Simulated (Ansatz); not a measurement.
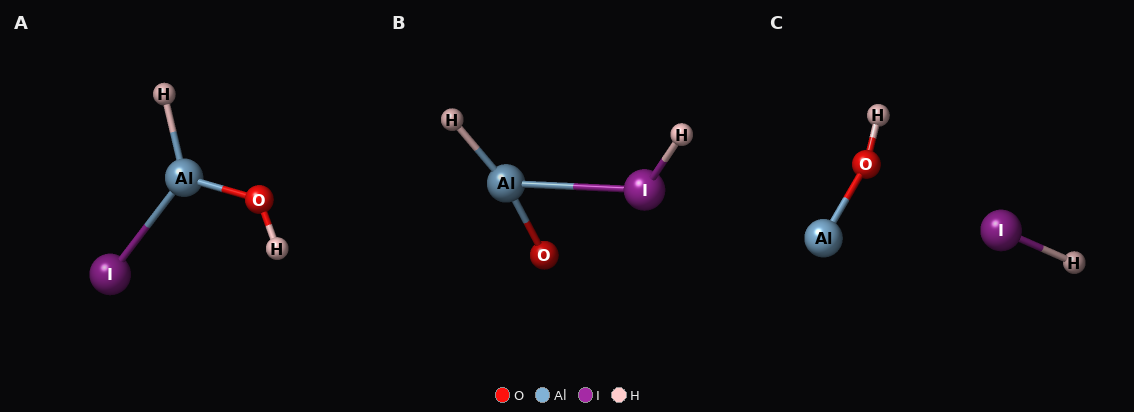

3 stationary structures of one formula. Geometries: PBE-D4/def2-SVP. Electronic energies: PBE-D4/def2-SVP (Ansatz 0.2.0), without zero-point energy. No frequency run is at hand to confirm each as a minimum.

### Which structure is the most stable?

A is lowest (Cs); C lies 1.964 eV above it (Cs), B lies 3.359 eV above it (Cs).
